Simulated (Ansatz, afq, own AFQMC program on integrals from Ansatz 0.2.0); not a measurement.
# NH₂O (doublet): quantum Monte Carlo beside coupled cluster at distance N1–O2 = 3.040 Å, cc-pVDZ

How near does AFQMC come to the top of the ladder for NH₂O (doublet)?

Method: cc-pVDZ, frozen cores; program: Ansatz 0.2.0, Gaussian basis, and an in-house AFQMC program (afq) on its integrals; all values are calculated.

To be run: PBE (unrestricted); r2SCAN (unrestricted); PBE0 (unrestricted); B3LYP (unrestricted); wB97M-V (unrestricted); B2PLYP (unrestricted); CCSD(T) on UHF; Phaseless AFQMC, CISD trial on UHF.

### Step 1. The system

The geometry derives from a PBE0/def2-TZVP stationary point (not a proven minimum). One bond is set to the value named and the two fragments are kept rigid.

4 atoms, charge 0, spin multiplicity 2.

Atoms are counted from 1 here; the program's logs count them from 0.

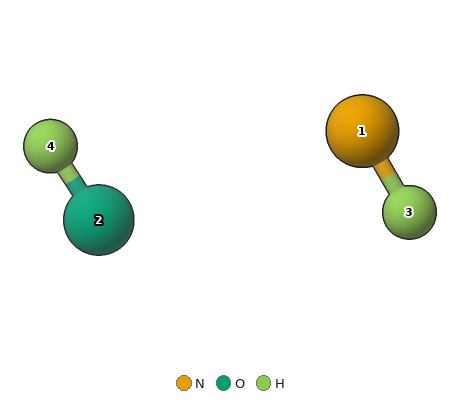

The structure; nitrogen amber, oxygen teal, hydrogen green; atoms are numbered from 1 in the order of the file.

### Step 2. PBE (unrestricted)

The input, in.yaml:

```yaml
crystal:
  periodic: [false, false, false]
  atoms:
    - {symbol: N, position_ang: [0.000000, -0.392429, 1.567452]}
    - {symbol: O, position_ang: [0.000000, 0.341747, -1.382563]}
    - {symbol: H, position_ang: [0.000000, 0.535806, 2.004440]}
    - {symbol: H, position_ang: [0.000000, -0.507151, -1.840398]}
basis:
  gaussian: {orbitals: cc-pVDZ}
magnetization: {spin_polarized: true, initial_magnetization: 1}
hamiltonian: {xc: {name: PBE}}
output: {orbitals: {seedname: orbitals}}
```

Command:

```
$ ansatz run in.yaml --threads 1 --pin off --events-out ev --progress --plain --max-ram 1382MiB
```

The program printed:

```text
Functional definition: PBE
  name "PBE"
  cite "Perdew, Burke & Ernzerhof, Phys. Rev. Lett. 77, 3865 (1996) doi:10.1103/PhysRevLett.77.3865"
  parent pbe
  parameter kappa = 0.804
  parameter beta = 0.06672455060314922
  exchange = pbe_x(kappa = kappa, mu = beta*pi^2/3)
  correlation = pbe_c(beta = beta)
449 factors; their error is unknown
mean field evaluation 1: about -3542.9334 eV, gradient 4.9e1 eV
mean field evaluation 2: about -3300.7541 eV, gradient 1.4e2 eV
mean field evaluation 4: about -3553.7907 eV, gradient 2.4e1 eV
mean field evaluation 8: about -3559.2122 eV, gradient 2.2e0 eV
mean field evaluation 16: about -3559.2211 eV, gradient 6.0e-3 eV
mean field evaluation 32: about -3559.2211 eV, gradient 1.3e-5 eV
mean field evaluation 64: about -3559.1552 eV, gradient 3.2e-6 eV
mean field evaluation 96: about -3558.5314 eV, gradient 4.6e-1 eV
mean field evaluation 128: about -3559.2211 eV, gradient 2.6e-6 eV
mean field -3559.22110614 eV, -130.7989631240 hartree, gradient 2.6e-6 eV, S^2 1.700230; 11 other end points of the search recorded, 0 dependent functions left out
reference -3559.22112617 eV, -130.7989638601 hartree; 9, 8 occupied and 29, 30 virtual orbitals, 449 factors
Total energy: -3559.22112617 eV, -130.7989638601 hartree
```

It took 6 s on 1 thread of Intel Xeon Platinum 8259CL at 2.50GHz (Skylake/Cascade Lake), shared host.

From the report: ⟨S²⟩ of the determinant 1.700 (pure doublet: 0.75). The determinant is far from a pure spin state, so its energy mixes those of several spin states (harmless only where they are near-degenerate, as at dissociation).

### Step 3. r2SCAN (unrestricted)

Changes to in.yaml since step 2:

```diff
@@ -10,3 +10,2 @@
 magnetization: {spin_polarized: true, initial_magnetization: 1}
-hamiltonian: {xc: {name: PBE}}
-output: {orbitals: {seedname: orbitals}}
+hamiltonian: {xc: {name: r2SCAN}}
```

Launched as before.

The program printed, cut to the lines that bear on the results:

```text
Functional definition: r2SCAN
  name "r2SCAN"
  cite "Furness, Kaplan, Ning, Perdew & Sun, J. Phys. Chem. Lett. 11, 8208 (2020) doi:10.1021/acs.jpclett.0c02405"
  cite "Furness, Kaplan, Ning, Perdew & Sun, J. Phys. Chem. Lett. 11, 9248 (2020) doi:10.1021/acs.jpclett.0c03077"
  parent r2scan
[...]
449 factors; their error is unknown
[...]
mean field -3561.80677091 eV, -130.8939845516 hartree, gradient 4.4e-6 eV, S^2 1.735035; 7 other end points of the search recorded, 0 dependent functions left out
reference -3561.80677711 eV, -130.8939847796 hartree; 9, 8 occupied and 29, 30 virtual orbitals, 449 factors
Total energy: -3561.80677711 eV, -130.8939847796 hartree
```

Run time: 7 s. Hardware: 1 thread of Intel Xeon Platinum 8259CL at 2.50GHz (Skylake/Cascade Lake), shared host.

From the report: ⟨S²⟩ of the determinant 1.735 (pure doublet: 0.75). The determinant is far from a pure spin state, so its energy mixes those of several spin states (harmless only where they are near-degenerate, as at dissociation).

### Step 4. PBE0 (unrestricted)

Changes to in.yaml since step 3:

```diff
@@ -10,2 +10,3 @@
 magnetization: {spin_polarized: true, initial_magnetization: 1}
-hamiltonian: {xc: {name: r2SCAN}}
+hamiltonian: {xc: {name: PBE0}}
+output: {orbitals: {seedname: orbitals}}
```

Same command.

The program printed, cut to the lines that bear on the results:

```text
Functional definition: PBE0
  name "PBE0"
  cite "Adamo & Barone, J. Chem. Phys. 110, 6158 (1999) doi:10.1063/1.478522"
  cite "Perdew, Burke & Ernzerhof, Phys. Rev. Lett. 77, 3865 (1996) doi:10.1103/PhysRevLett.77.3865"
  parent pbe
[...]
357 factors; integrals over basis functions are off by at most 1.4e-3 eV
[...]
mean field -3559.68568281 eV, -130.8160360016 hartree, gradient 1.6e-6 eV, S^2 1.740082; 8 other end points of the search recorded, 0 dependent functions left out
reference -3559.68569772 eV, -130.8160365497 hartree; 9, 8 occupied and 29, 30 virtual orbitals, 357 factors
Total energy: -3559.68569772 eV, -130.8160365497 hartree
```

Run time: 7 s. Hardware: 1 thread of Intel Xeon Platinum 8259CL at 2.50GHz (Skylake/Cascade Lake), shared host.

From the report: ⟨S²⟩ of the determinant 1.740 (pure doublet: 0.75). The determinant is far from a pure spin state, so its energy mixes those of several spin states (harmless only where they are near-degenerate, as at dissociation).

### Step 5. B3LYP (unrestricted)

Changes to in.yaml since step 4:

```diff
@@ -10,3 +10,2 @@
 magnetization: {spin_polarized: true, initial_magnetization: 1}
-hamiltonian: {xc: {name: PBE0}}
-output: {orbitals: {seedname: orbitals}}
+hamiltonian: {xc: {name: B3LYP}}
```

Same command.

The program printed, cut to the lines that bear on the results:

```text
Functional definition: B3LYP
  name "B3LYP"
  cite "Stephens, Devlin, Chabalowski & Frisch, J. Phys. Chem. 98, 11623 (1994) doi:10.1021/j100096a001"
  cite "Becke, Phys. Rev. A 38, 3098 (1988) doi:10.1103/PhysRevA.38.3098"
  cite "Lee, Yang & Parr, Phys. Rev. B 37, 785 (1988) doi:10.1103/PhysRevB.37.785"
  cite "Vosko, Wilk & Nusair, Can. J. Phys. 58, 1200 (1980) doi:10.1139/p80-159"
[...]
357 factors; integrals over basis functions are off by at most 1.4e-3 eV
[...]
mean field -3563.55561833 eV, -130.9582535087 hartree, gradient 2.2e-6 eV, S^2 1.732901; 8 other end points of the search recorded, 0 dependent functions left out
reference -3563.55576962 eV, -130.9582590687 hartree; 9, 8 occupied and 29, 30 virtual orbitals, 357 factors
Total energy: -3563.55576962 eV, -130.9582590687 hartree
```

It took 6.5 s on 1 thread of Intel Xeon Platinum 8259CL at 2.50GHz (Skylake/Cascade Lake), shared host.

From the report: ⟨S²⟩ of the determinant 1.733 (pure doublet: 0.75). The determinant is far from a pure spin state, so its energy mixes those of several spin states (harmless only where they are near-degenerate, as at dissociation).

### Step 6. wB97M-V (unrestricted)

Changes to in.yaml since step 5:

```diff
@@ -10,2 +10,3 @@
 magnetization: {spin_polarized: true, initial_magnetization: 1}
-hamiltonian: {xc: {name: B3LYP}}
+hamiltonian: {xc: {name: wB97M-V}}
+output: {orbitals: {seedname: orbitals}}
```

Launched as before.

The program printed, cut to the lines that bear on the results:

```text
Functional definition: wB97M-V
  name "wB97M-V"
  cite "Mardirossian & Head-Gordon, J. Chem. Phys. 144, 214110 (2016) doi:10.1063/1.4952647"
  cite "Becke, J. Chem. Phys. 107, 8554 (1997) doi:10.1063/1.475007"
  cite "Vydrov & Van Voorhis, J. Chem. Phys. 133, 244103 (2010) doi:10.1063/1.3521275"
  # Of w^i u^j: cxij and so on, Table III.
[...]
  gx(w, u) = 1 - cx + cx01*u + cx10*w
  gss(w, u) = css00 + css04*u^4 + css10*w + css20*w^2 + css43*w^4*u^3
  gos(w, u) = cos00 + cos10*w + (cos20 + cos21*u)*w^2 + (cos60 + cos61*u)*w^6
[...]
      + integral(e_c_pw_mod_opposite_spin*gos(b97_w_opposite, b97_u_opposite)) + vv10(b, c)
357 factors; integrals over basis functions are off by at most 1.4e-3 eV
95 factors; integrals over basis functions are off by at most 2.2e-5 eV
[...]
mean field -3562.18974801 eV, -130.9080587004 hartree, gradient 6.2e-6 eV, S^2 1.742208; 7 other end points of the search recorded, 0 dependent functions left out
reference -3562.18977157 eV, -130.9080595661 hartree; 9, 8 occupied and 29, 30 virtual orbitals, 357 factors
Total energy: -3562.18977157 eV, -130.9080595661 hartree
```

Run time: 20 s. Hardware: 1 thread of Intel Xeon Platinum 8259CL at 2.50GHz (Skylake/Cascade Lake), shared host.

From the report: ⟨S²⟩ of the determinant 1.742 (pure doublet: 0.75). The determinant is far from a pure spin state, so its energy mixes those of several spin states (harmless only where they are near-degenerate, as at dissociation).

### Step 7. B2PLYP (unrestricted)

Changes to in.yaml since step 6:

```diff
@@ -10,3 +10,3 @@
 magnetization: {spin_polarized: true, initial_magnetization: 1}
-hamiltonian: {xc: {name: wB97M-V}}
-output: {orbitals: {seedname: orbitals}}
+hamiltonian: {xc: {name: B2PLYP}}
+correlation: {electrons: outside_noble_gas}
```

Launched as before.

The program printed, cut to the lines that bear on the results:

```text
Functional definition: B2PLYP
  name "B2PLYP"
  cite "Grimme, J. Chem. Phys. 124, 034108 (2006) doi:10.1063/1.2148954"
  cite "Becke, Phys. Rev. A 38, 3098 (1988) doi:10.1103/PhysRevA.38.3098"
  cite "Lee, Yang & Parr, Phys. Rev. B 37, 785 (1988) doi:10.1103/PhysRevB.37.785"
[...]
357 factors; integrals over basis functions are off by at most 1.4e-3 eV
[...]
mean field -3558.22790226 eV, -130.7624635547 hartree, gradient 2.1e-6 eV, S^2 1.750970; 8 other end points of the search recorded, 0 dependent functions left out
2 core orbitals not correlated: weight in the atoms' cores, before any rotation towards them, 1.000 or more for the frozen orbitals, at most 0.000 for the correlated occupied ones
reference -3558.22799805 eV, -130.7624670746 hartree; 7, 6 occupied and 29, 30 virtual orbitals, 357 factors
second order -8.21256599 eV of doubles, -0.00000000 eV of singles
Total energy: -3560.44539086 eV, -130.8439547576 hartree
```

Wall time 7 s (1 thread of Intel Xeon Platinum 8259CL at 2.50GHz (Skylake/Cascade Lake), shared host).

From the report: ⟨S²⟩ of the determinant 1.751 (pure doublet: 0.75). The determinant is far from a pure spin state, so its energy mixes those of several spin states (harmless only where they are near-degenerate, as at dissociation).

### Step 8. CCSD(T) on UHF

Changes to in.yaml since step 7:

```diff
@@ -10,3 +10,2 @@
 magnetization: {spin_polarized: true, initial_magnetization: 1}
-hamiltonian: {xc: {name: B2PLYP}}
-correlation: {electrons: outside_noble_gas}
+correlation: {method: ccsd_t, electrons: outside_noble_gas, hamiltonian_folder: ham}
```

The command is unchanged.

The program printed, cut to the lines that bear on the results:

```text
Functional definition: HF
  name "HF"
  cite "Fock, Z. Phys. 61, 126 (1930) doi:10.1007/BF01340294"
  parent pbe
[...]
357 factors; integrals over basis functions are off by at most 1.4e-3 eV
[...]
mean field -3547.34255339 eV, -130.3624343619 hartree, gradient 3.9e-6 eV, S^2 1.764047; 20 other end points of the search recorded, 0 dependent functions left out
determinant -3547.34255339 eV, -130.3624343619 hartree, with singles and doubles -3555.15271283 eV, -130.6494524274 hartree
determinant -3547.30457453 eV, -130.3610386645 hartree, with singles and doubles -3555.11361969 eV, -130.6480157812 hartree
determinant -3546.44604588 eV, -130.3294883186 hartree, with singles and doubles -3554.53072889 eV, -130.6265949394 hartree
determinant -3546.41821600 eV, -130.3284655895 hartree, with singles and doubles -3554.51243812 eV, -130.6259227659 hartree
[...]
determinant -3544.35769355 eV, -130.2527427859 hartree, with singles and doubles -3552.86761689 eV, -130.5654767004 hartree
determinant -3544.25508018 eV, -130.2489718142 hartree, with singles and doubles -3552.77888507 eV, -130.5622158665 hartree
determinant -3547.34255339 eV, -130.3624343619 hartree, with singles and doubles -3555.15326844 eV, -130.6494728456 hartree
determinant -3547.30457453 eV, -130.3610386645 hartree, with singles and doubles -3555.11407595 eV, -130.6480325483 hartree
2 core orbitals not correlated: weight in the atoms' cores, before any rotation towards them, 1.000 or more for the frozen orbitals, at most 0.000 for the correlated occupied ones
reference -3547.34255339 eV, -130.3624343619 hartree; 7, 6 occupied and 29, 30 virtual orbitals, 357 factors
second order -6.88190259 eV of doubles, -0.00000000 eV of singles
cycle   1  -7.81070787 eV  change    7.2e-6 eV  update   5.9e-6
perturbative correction -0.08938934 eV, -0.0032849978 hartree
Total energy: -3555.24265061 eV, -130.6527575798 hartree
```

It took 9.5 s on 1 thread of Intel Xeon Platinum 8259CL at 2.50GHz (Skylake/Cascade Lake), shared host.

From the report: ⟨S²⟩ of the determinant 1.764 (pure doublet: 0.75); correlation -7.9001 eV; T1 0.008; largest double amplitude 0.05. The determinant is far from a pure spin state, so its energy mixes those of several spin states (harmless only where they are near-degenerate, as at dissociation).

This run also writes the integrals to the folder ham.

### Step 9. Phaseless AFQMC, CISD trial on UHF

It reads the integrals that the CCSD(T) run on this determinant wrote.

Command:

```
$ afq ham --method phaseless --trial cisd --walkers 60 --populations 1 --least-time 40 --time-step 0.005 --steps-per-block 50 --equilibration-blocks 40 --max-blocks 300 --target-error 0.00086 --factor-cut 1e-05 --start spin_pure --seed 2343 --release-times 0.24,0.51,0.99,1.62,2.4 --release-step 0.03 --release-every 4 --taylor-order 6
```

The program printed:

```text
orbitals 36  electrons 7 6  factors 242 of 357
reference energy -130.36243436 Eh
CCSD correlation -0.28703810 Eh in 17 cycles, weight of the determinant in the CISD state 0.9175
energy of the start -130.643358 Eh
 block  time / (1/Eh)  mean weight  energy / Eh
     1     0.250  1.0016  -130.644760
     2     0.500  0.9986  -130.649735
     3     0.750  1.0025  -130.653744
     4     1.000  0.9983  -130.650514
     5     1.250  1.0008  -130.650894
     6     1.500  0.9996  -130.652246
     7     1.750  1.0017  -130.652932
     8     2.000  1.0002  -130.651367
     9     2.250  0.9980  -130.656839
    10     2.500  1.0017  -130.656180
    11     2.750  1.0006  -130.662588
    16     4.000  1.0019  -130.650385
    21     5.250  0.9986  -130.655286
    26     6.500  0.9994  -130.656086
    31     7.750  1.0026  -130.653201
    36     9.000  0.9993  -130.654868
    41    10.250  0.9979  -130.651196
    46    11.500  0.9984  -130.647126
    51    12.750  1.0003  -130.655486
    56    14.000  0.9987  -130.654633
    61    15.250  0.9992  -130.649609
    66    16.500  1.0000  -130.651835
    71    17.750  0.9974  -130.655489
    76    19.000  0.9975  -130.648273
    81    20.250  0.9966  -130.648234
    86    21.500  1.0015  -130.653658
    91    22.750  0.9992  -130.657002
    96    24.000  1.0023  -130.652978
   101    25.250  1.0011  -130.653953
   106    26.500  0.9973  -130.665569
   111    27.750  1.0001  -130.651006
   116    29.000  0.9984  -130.654475
   121    30.250  0.9985  -130.652525
   126    31.500  0.9998  -130.654784
   131    32.750  1.0003  -130.649976
   136    34.000  0.9978  -130.655855
   141    35.250  1.0011  -130.654916
   146    36.500  0.9987  -130.650666
   151    37.750  0.9992  -130.655132
   156    39.000  1.0001  -130.655524
   161    40.250  1.0000  -130.657014
   166    41.500  0.9990  -130.654233
   171    42.750  0.9968  -130.649200
   176    44.000  0.9980  -130.654721
   181    45.250  1.0018  -130.651389
   186    46.500  1.0007  -130.651113
   191    47.750  1.0044  -130.654528
   196    49.000  1.0011  -130.654831
blocks merged  error / Eh  count
     1  0.000264  160
     2  0.000328  80
     4  0.000364  40
     8  0.000382  20
    16  0.000433  10
released: time / (1/Eh)  energy / Eh  error  mean overlap
  0.24  -130.654498  0.000508  0.9889
  0.51  -130.654318  0.000441  0.9813
  0.99  -130.653700  0.000409  0.9966
  1.62  -130.654115  0.000741  1.0148
  2.40  -130.652771  0.000790  1.0924
energy -130.653934 +/- 0.000382 Eh
```

Wall time 6.1 min (1 thread of Intel Xeon Platinum 8259CL at 2.50GHz (Skylake/Cascade Lake), shared host).

Energy -3555.2747 ± 0.0104 eV. Caveats: constraint bias not in the error.

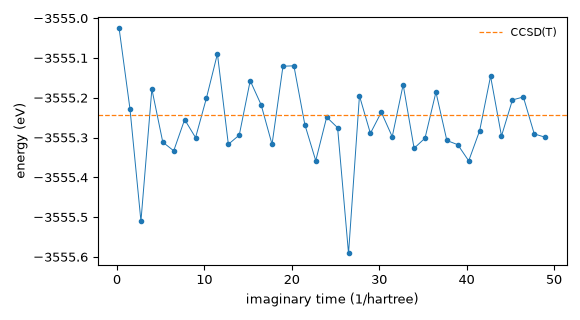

Block energies along the walk.

### Step 10. All levels side by side

On the UHF determinant, counted from CCSD(T) (a yardstick, not exact):

```
                                              level  energy (eV)  from CCSD(T) (kJ/mol)  statistical error (kJ/mol)     time
                                                 HF   -3547.3426                 +762.2                                     
                                                MP2   -3554.2245                  +98.2                                     
                                               CCSD   -3555.1533                   +8.6                                     
                                            CCSD(T)   -3555.2427                    0.0                                     
Phaseless AFQMC, CISD trial, step 0.005, 60 walkers   -3555.2747                   -3.1                         1.0  6.1 min
```

The functionals' totals stand on their own zeros and serve differences with other points: PBE -3559.221 eV; r2SCAN -3561.807 eV; PBE0 -3559.686 eV; B3LYP -3563.556 eV; wB97M-V -3562.190 eV; B2PLYP -3560.445 eV.

### Step 11. Summary of results

```
                                       quantity              value
Phaseless AFQMC, CISD trial on UHF from CCSD(T)  -3.1 ± 1.0 kJ/mol
```

In words: On UHF the phaseless walk with the CISD trial lies -3.1 kJ/mol from CCSD(T), 3 times its error bar. Error bars are statistical and leave out the constraint, the time step and what remains of the start.
